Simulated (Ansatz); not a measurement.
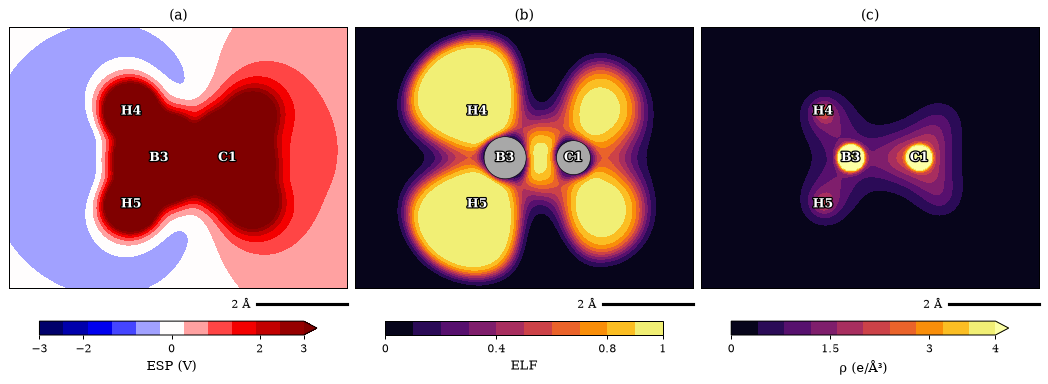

Figure 1: CH₄AlB (SMILES B[CH2][Al]). (a) molecular electrostatic potential; (b) ELF; (c) total electron density on the plane of atoms C1, B3 and H4. Grey discs cover the atomic cores in the ELF map.

Geometry: B3LYP/6-31G*.

All numbers below come from Ansatz, isolated molecule in a Gaussian basis; Kohn-Sham density functional theory, functional PBE0.

```tsv
atom	x (Å)	y (Å)	z (Å)
C	0.2225	-0.9789	0.5130
Al	2.0972	-1.1363	1.3276
B	-0.7055	-2.0905	0.9539
H	-0.7478	-3.1330	0.3581
H	-1.3497	-1.9938	1.9635
H	0.5136	-0.9635	-0.5503
H	-0.0161	0.0392	0.8626
```

Question: Describe what can be read from this map.

Answer: Atoms in the plane: C, B and H.
C–B (1.51 Å): ρ at the midpoint is about 1.5 e/Å³; the ELF peaks at about 0.95 between the atoms (a covalent bond).
B–H (1.20 Å): ρ at the midpoint is about 1.2 e/Å³; the ELF climbs to about 1 towards the hydrogen, as it does in any bond to H; a covalent bond by its length.
Outside the dense part of the molecule the potential is most negative (−0.8 V) near H4 and H5.
